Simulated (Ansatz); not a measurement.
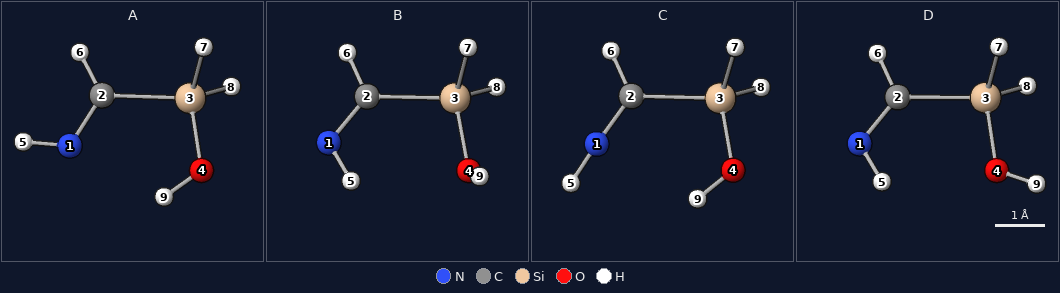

4 geometries from a converged minimum-energy path of CH5NOSi, shuffled. The picture is a ball-and-stick view, seen at a tilt.

All numbers below come from RHF/def2-SVP (Ansatz). Settings: 5 movable images; climbing image; force threshold 0.05 eV/Å; iteration limit 60; starting path through a guess of the saddle point.

Q: Which frame is the top of the path?

A: C. In order along the path, whose images run from 0 to 6: A (image 0, 0.0 kJ/mol), C (image 2, +140.6 kJ/mol), B (image 5, +10.6 kJ/mol), D (image 6, +8.9 kJ/mol). The motion is an in-plane inversion: the angle C2–N1–H5 opens from 113° to 177° on the way and closes on the other side (111° at the end). No bond forms or breaks between the ends. Bond angles that change up to the highest image, for instance: C2–N1–H5 113.0° → 176.8°, N1–C2–Si3 116.0° → 121.0°.

The run took 2.3 min on 1 thread of Intel(R) Xeon(R) 6975P-C (Granite Rapids) (shared host), peak memory 0.17 GiB.
